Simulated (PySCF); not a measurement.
**[Yb(H2CO)]2+: structure and properties**

What shape and bonds does [Yb(H2CO)]2+ have? It is relaxed from a template within its point group. The structure is generated, not taken from experiment.

Method: PBE0, Yb lcecp-0-SVP with ECP60, O def2-SVP, C def2-SVP, H def2-SVP; scalar-relativistic core potentials, no spin–orbit coupling; program: PySCF 2.14.0.

1 further run of the same task is left out (for a known fault of the program).

## Step 1: The system as given

5 atoms, charge 2, spin multiplicity 1.

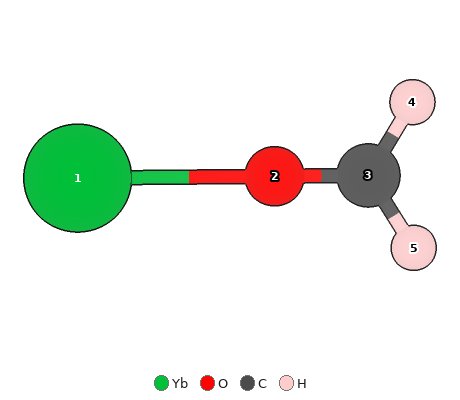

As it starts; ytterbium green, oxygen red, carbon dark grey, hydrogen pink; atoms are numbered from 1 in the order of the file.

Coordinates:

```xyz
5
CH2OYb
Yb    0.00000    0.00000    0.00000
O     0.00000    0.00000    2.55750
C     0.00000    0.00000    3.77750
H     0.94000    0.00000    4.35750
H    -0.94000    0.00000    4.35750
```

Formal oxidation states: Yb +2. Each metal's 14 4f electrons lie in its core potential, so multiplicities, spins and levels count the valence alone.

## Step 2: SCF at the start, singlet

The input, run.py (the lines that set the calculation):

```python
mol = gto.M(atom='''
Yb     0.00000     0.00000     0.00000
O      0.00000     0.00000     2.55750
C      0.00000     0.00000     3.77750
H      0.94000     0.00000     4.35750
H     -0.94000     0.00000     4.35750''',
    basis={'Yb': 'lcecp-0-SVP', 'O': 'def2-SVP', 'C': 'def2-SVP', 'H': 'def2-SVP'},
    ecp={'Yb': 'lcecp-0-SVP'},
    charge=2, spin=0)
mf = dft.RKS(mol, xc='PBE0')
mf.grids.atom_grid = (50, 194)  # f atoms: unpruned, at least (60, 302)
mf = mf.density_fit()  # fitting sets: Yb AutoAux, O def2-universal-JKFIT, C def2-universal-JKFIT, H def2-universal-JKFIT
mf.conv_tol = 1e-08; mf.max_cycle = 55
mf.kernel(dm0)  # dm0: free metal ions and neutral atoms
```

Command:

```
> OMP_NUM_THREADS=2 python run.py
```

Log:

```text
init E= -146.766174001152
cycle= 1 E= -146.506354747109  delta_E= 0.26  |g|= 0.907  |ddm|= 1.89
cycle= 2 E= -145.832901321186  delta_E= 0.673  |g|=    2  |ddm|= 1.88
cycle= 3 E= -146.681253931005  delta_E= -0.848  |g|= 0.0447  |ddm|= 1.34
cycle= 4 E= -146.68163065874  delta_E= -0.000377  |g|= 0.0141  |ddm|= 0.0411
cycle= 5 E= -146.681663394564  delta_E= -3.27e-05  |g|= 0.00447  |ddm|= 0.0117
cycle= 6 E= -146.681668176462  delta_E= -4.78e-06  |g|= 0.00109  |ddm|= 0.00414
cycle= 7 E= -146.68166842421  delta_E= -2.48e-07  |g|= 0.000146  |ddm|= 0.000923
cycle= 8 E= -146.681668428366  delta_E= -4.16e-09  |g|= 1.83e-05  |ddm|= 0.000101
Extra cycle  E= -146.681668428224  delta_E= 1.42e-10  |g|= 3.31e-05  |ddm|= 3.55e-05
converged SCF energy = -146.681668428224
```

Run time: 2 s. Hardware: 2 threads of Arm Neoverse V1, shared host; peak memory 0.38 GiB.

It gives: E = -146.681668 Eh, frontier levels not given, since the 4f levels lie in the core, Mulliken charge on Yb1 +1.79 e. 

## Step 3: Relaxation, singlet

Steps are kept in the start's point group, C2v.

The input, run.py (the lines that set the calculation):

```python
mol = gto.M(atom='''
Yb     0.00000     0.00000    -0.46590
O      0.00000     0.00000     2.09160
C      0.00000     0.00000     3.31160
H      0.94000     0.00000     3.89160
H     -0.94000     0.00000     3.89160''',
    basis={'Yb': 'lcecp-0-SVP', 'O': 'def2-SVP', 'C': 'def2-SVP', 'H': 'def2-SVP'},
    ecp={'Yb': 'lcecp-0-SVP'},
    charge=2, spin=0)
mf = dft.RKS(mol, xc='PBE0')
mf.grids.atom_grid = (50, 194)  # f atoms: unpruned, at least (60, 302)
mf = mf.density_fit()  # fitting sets: Yb AutoAux, O def2-universal-JKFIT, C def2-universal-JKFIT, H def2-universal-JKFIT
mf.conv_tol = 1e-08; mf.max_cycle = 55
mf.kernel(dm0)  # dm0: an SCF of this state at this start
# quasi-Newton relaxation in Cartesian coordinates to a largest gradient under 0.00045 Eh/bohr, steps kept in the point group
```

Command:

```
> OMP_NUM_THREADS=2 python run.py
```

The driver keeps no SCF log for this step, only its results.

It took 12 s on 2 threads of Arm Neoverse V1, shared host.

The steps of the relaxation:

```
step  energy from step 1 (eV)  largest force component (eV/Å)
   1                   0.0000                          1.5730
   2                  -0.0948                          1.1242
   3                  -0.1803                          1.3344
   4                  -0.2273                          0.3459
   5                  -0.2349                          0.0857
   6                  -0.2353                          0.0181
   7                  -0.2353                          0.0047
```

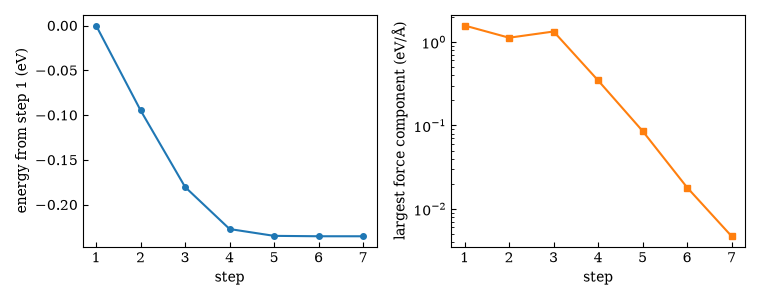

Energy and largest force along the relaxation.

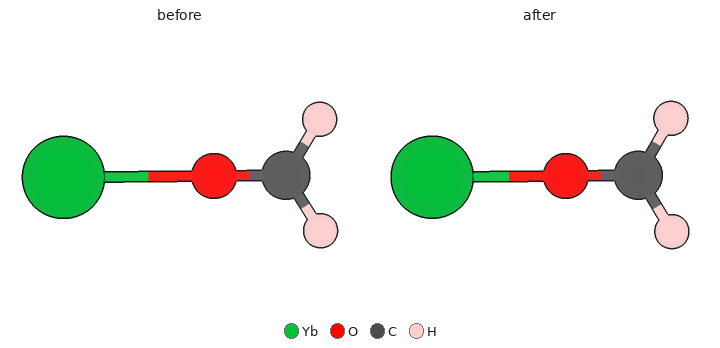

Before and after, at one scale.

Distances of close pairs at the start and the end, largest changes first:

```csv
bond,before (Å),after (Å),change (Å)
Yb1–O2,2.558,2.270,-0.287
O2–C3,1.220,1.231,+0.011
C3–H4,1.105,1.108,+0.003
C3–H5,1.105,1.108,+0.003
```

It ends in C2v at E = -146.690317 Eh.

```
Yb    0.0000    0.0000   -0.2351
O     0.0000    0.0000    2.0352
C     0.0000    0.0000    3.2657
H     0.9548    0.0000    3.8274
H    -0.9548    0.0000    3.8274
```

## Step 4: The relaxed geometry turned into its symmetry frame

The input, run.py (the lines that set the calculation):

```python
mol = gto.M(atom='''
Yb     0.00000     0.00000    -0.42419
O      0.00000     0.00000     1.84613
C      0.00000     0.00000     3.07670
H      0.95485     0.00000     3.63834
H     -0.95485     0.00000     3.63834''',
    basis={'Yb': 'lcecp-0-SVP', 'O': 'def2-SVP', 'C': 'def2-SVP', 'H': 'def2-SVP'},
    ecp={'Yb': 'lcecp-0-SVP'},
    charge=2, spin=0)
mf = dft.RKS(mol, xc='PBE0')
mf.grids.atom_grid = (50, 194)  # f atoms: unpruned, at least (60, 302)
mf = mf.density_fit()  # fitting sets: Yb AutoAux, O def2-universal-JKFIT, C def2-universal-JKFIT, H def2-universal-JKFIT
mf.conv_tol = 1e-08; mf.max_cycle = 55
mf.kernel(dm0)  # dm0: free metal ions and neutral atoms
```

Command:

```
> OMP_NUM_THREADS=2 python run.py
```

Log:

```text
init E= -146.757362362397
cycle= 1 E= -146.496062603069  delta_E= 0.261  |g|= 0.958  |ddm|= 1.91
cycle= 2 E= -145.776118135837  delta_E= 0.72  |g|= 2.07  |ddm|= 1.94
cycle= 3 E= -146.689751008108  delta_E= -0.914  |g|= 0.0511  |ddm|= 1.38
cycle= 4 E= -146.690298488311  delta_E= -0.000547  |g|= 0.0104  |ddm|= 0.0449
cycle= 5 E= -146.690316177733  delta_E= -1.77e-05  |g|= 0.00181  |ddm|= 0.00576
cycle= 6 E= -146.690316814815  delta_E= -6.37e-07  |g|= 0.000626  |ddm|= 0.00174
cycle= 7 E= -146.690316899154  delta_E= -8.43e-08  |g|= 0.000137  |ddm|= 0.00053
cycle= 8 E= -146.690316902977  delta_E= -3.82e-09  |g|= 2.87e-05  |ddm|= 9.42e-05
Extra cycle  E= -146.690316902614  delta_E= 3.64e-10  |g|= 5.26e-05  |ddm|= 5.55e-05
converged SCF energy = -146.690316902614
```

It took 0.8 s on 2 threads of Arm Neoverse V1, shared host.

It gives: E = -146.690317 Eh, frontier levels not given, since the 4f levels lie in the core, Mulliken charge on Yb1 +1.74 e. 

## Step 5: Frequencies and infrared intensities

Edit run.py (the lines that set the calculation) of step 4 so:

```diff
@@ -12,3 +12,4 @@
 mf = mf.density_fit()  # fitting sets: Yb AutoAux, O def2-universal-JKFIT, C def2-universal-JKFIT, H def2-universal-JKFIT
-mf.conv_tol = 1e-08; mf.max_cycle = 55
-mf.kernel(dm0)  # dm0: free metal ions and neutral atoms
+mf.conv_tol = 1e-10; mf.max_cycle = 55
+mf.kernel(dm0)  # dm0: the density of the relaxed state
+# Hessian and dipole derivatives by central differences of gradients, 0.02 bohr
```

Command:

```
> OMP_NUM_THREADS=2 python run.py
```

The driver keeps no SCF log for this step, only its results.

It took 28 s on 2 threads of Arm Neoverse V1, shared host.

Point group C2v; negative numbers are unstable modes, and those under 60 cm⁻¹ are near the numerical noise:

| cm⁻¹ | km/mol | symmetry |
| --- | --- | --- |
| 176 | 41.1 | b2 |
| 205 | 48.3 | b1 |
| 302 | 17.8 | a1 |
| 1238 | 14.2 | b2 |
| 1250 | 4.5 | b1 |
| 1504 | 76.0 | a1 |
| 1760 | 326.9 | a1 |
| 3050 | 0.3 | a1 |
| 3187 | 4.8 | b2 |

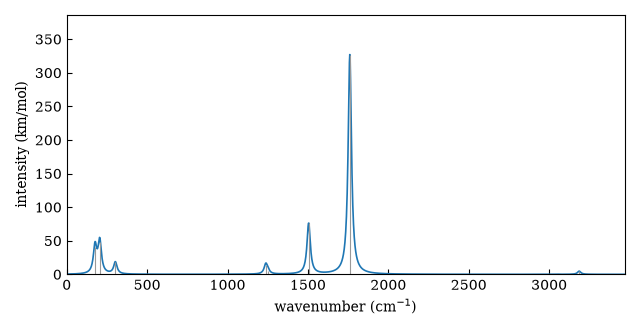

The infrared spectrum from the harmonic lines. Lines are broadened to a width of 25 cm⁻¹ (Lorentzian).

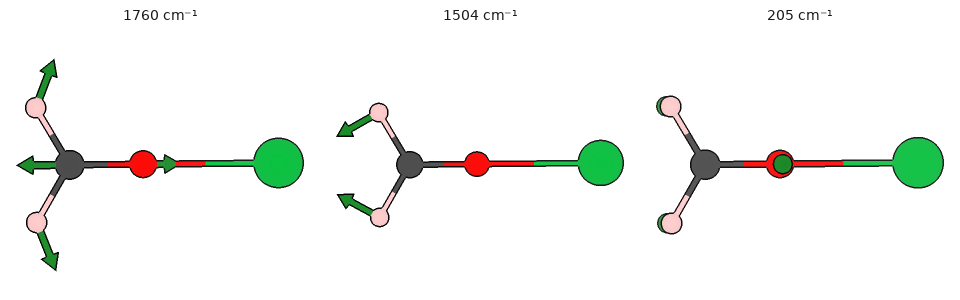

How the atoms move in 3 of the modes.

## Step 6: Properties on a finer grid

The input, run.py (the lines that set the calculation):

```python
mol = gto.M(atom='''
Yb     0.00000     0.00000    -0.23515
O      0.00000     0.00000     2.03516
C      0.00000     0.00000     3.26573
H      0.95485     0.00000     3.82738
H     -0.95485     0.00000     3.82738''',
    basis={'Yb': 'lcecp-0-SVP', 'O': 'def2-SVP', 'C': 'def2-SVP', 'H': 'def2-SVP'},
    ecp={'Yb': 'lcecp-0-SVP'},
    charge=2, spin=0)
mf = dft.RKS(mol, xc='PBE0')
mf.grids.atom_grid = (75, 302)  # f atoms: unpruned, at least (60, 302)
mf = mf.density_fit()  # fitting sets: Yb AutoAux, O def2-universal-JKFIT, C def2-universal-JKFIT, H def2-universal-JKFIT
mf.conv_tol = 1e-09; mf.max_cycle = 55
mf.kernel(dm0)  # dm0: the density of the relaxed state
```

Command:

```
> OMP_NUM_THREADS=2 python run.py
```

Log:

```text
init E= -146.690302806405
cycle= 1 E= -146.690302806851  delta_E= -4.46e-10  |g|= 1.18e-05  |ddm|= 8.54e-05
Extra cycle  E= -146.6903028068  delta_E= 5.14e-11  |g|= 2.04e-05  |ddm|= 1.96e-05
converged SCF energy = -146.6903028068
```

Wall time 5.1 s (2 threads of Arm Neoverse V1, shared host).

It gives: E = -146.690303 Eh, frontier levels not given, since the 4f levels lie in the core, Mulliken charge on Yb1 +1.74 e, largest force component 0.003 eV/Å. 

Löwdin charges:

```csv
atom,value (e)
Yb1,1.63
O2,-0.16
C3,0.37
H4,0.08
H5,0.08
```

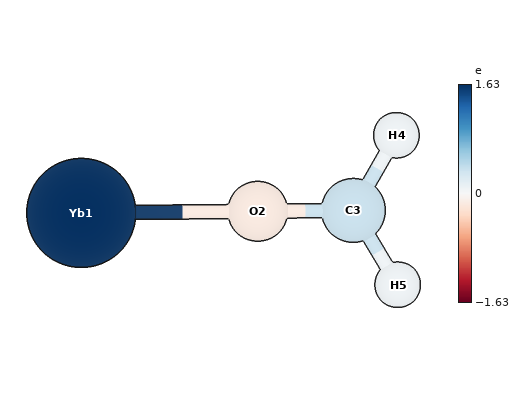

Löwdin charges, as colours on the atoms.

Mulliken charges: Yb1 +1.74, O2 -0.41, C3 +0.31, H4 +0.18, H5 +0.18 e.

Contacts (the nearest donor of each ligand) and Mayer bond orders:

```
      contact  distance (Å)  bond order
Yb1–O2 (H2CO)         2.270        0.43
```

Mulliken populations of Yb1 outside the core potential: s 2.05, p 6.04, d 0.16, f 0.00.

## Step 7: Results

| quantity | value |
| --- | --- |
| state and point group | singlet in the valence, C2v |
| modes | 176 to 3187 cm⁻¹, none unstable |
| strongest infrared band (modes within 1.5 cm⁻¹ summed) | 1760 cm⁻¹ (327 km/mol) |
| zero-point energy | 0.786 eV |
| ideal gas, 298 K, 1 bar | S = 290.5, Cp = 57.7 J/(mol K) |
| metal–ligand contacts | 2.27 Å |
| frontier levels | frontier levels not given, since the 4f levels lie in the core |
| dipole about the centre of mass | 2.59 D |
| mean polarisability | 3.1 Å³ |

What this shows: All modes are real, so the structure is a minimum. The metal carries +1.63 e by Löwdin's partition against a formal +2, and bond orders to the nearest donors reach 0.43. Both measures hang on the basis. One start shape was tried, so another isomer may lie lower. These are double-zeta-type bases without diffuse functions. Spin–orbit coupling is left out.
